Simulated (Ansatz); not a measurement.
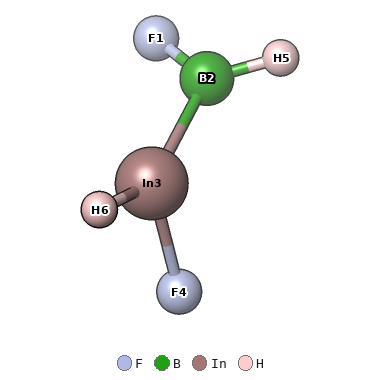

The system is BF₂H₂In (SMILES F[BH][InH][F]) with the probe HF; the picture shows it without the atoms that are moved over the map. The probe is moved over a plane parallel to the molecule's main plane, 4.01 Å above it. The first coordinate is: x of the probe's F atom; the second: y of the probe's F atom. Nothing is relaxed (molecule and probe rigid, the probe upright with F nearest the plane). Grid: 9 × 11 points. Points are written as (first, second). Energies are in meV, from molecule and probe far apart, each relaxed in its own basis (no counterpoise correction). Computed with RKS PBE-D4/def2-SVPD (Ansatz 0.2.0).

Range: x of the probe's F atom from −3.08 to 3.08 Å; y of the probe's F atom from −3.85 to 3.85 Å.

Predict the map.

Answer. The lowest grid point is at (0.00 Å, 1.54 Å), −80 meV from molecule and probe far apart, each relaxed in its own basis (no counterpoise correction). It is the only kind of minimum in the scanned range. The highest grid point, (−3.08 Å, −2.31 Å), lies 103 meV above the lowest. Near the minimum the well is nearly round, with a curvature of about 0.022 eV/Å².

```csv
"y of the probe's F atom ↓, x of the probe's F atom →",−3.08,−2.31,−1.54,−0.77,0.00,0.77,1.54,2.31,3.08
3.85,−17,−25,−32,−37,−38,−36,−31,−26,−20
3.08,−22,−34,−45,−51,−53,−49,−43,−35,−26
2.31,−25,−41,−56,−66,−69,−65,−57,−46,−34
1.54,−23,−42,−61,−75,−80,−75,−65,−55,−42
0.77,−15,−34,−55,−72,−79,−72,−64,−58,−46
0.00,−2,−20,−40,−58,−66,−62,−57,−57,−47
−0.77,10,−3,−20,−39,−50,−52,−52,−51,−42
−1.54,19,10,−3,−19,−33,−40,−42,−39,−31
−2.31,23,17,8,−4,−16,−25,−27,−25,−18
−3.08,23,20,13,4,−4,−11,−13,−12,−9
−3.85,21,18,14,8,2,−2,−5,−5,−4
```

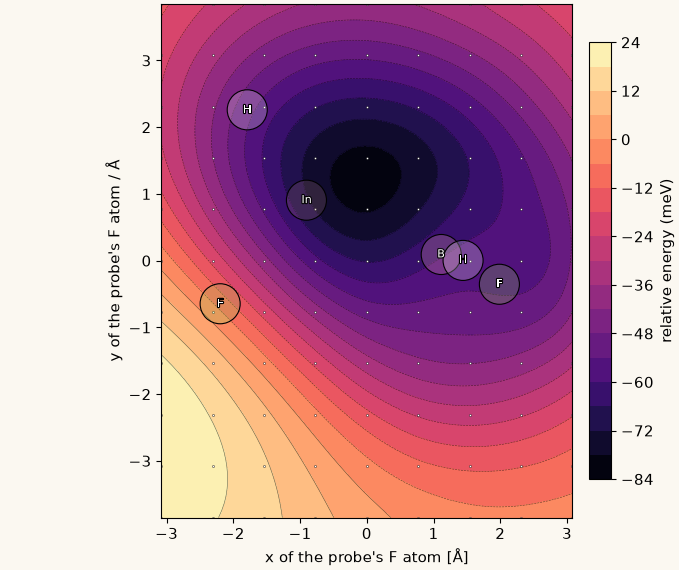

In the figure: filled contours, dots at the grid points, labelled circles for the molecule's atoms, projected on the plane. Between grid points the surface is interpolated.

Each point was launched as `ansatz run input.yaml --threads 1 --pin off --max-ram 2560MiB --backend cpu --events-out ev --progress --plain --runs-dir out`. The whole map (99 points run) took 11 min on 1 thread of Arm Neoverse V2 (shared host).
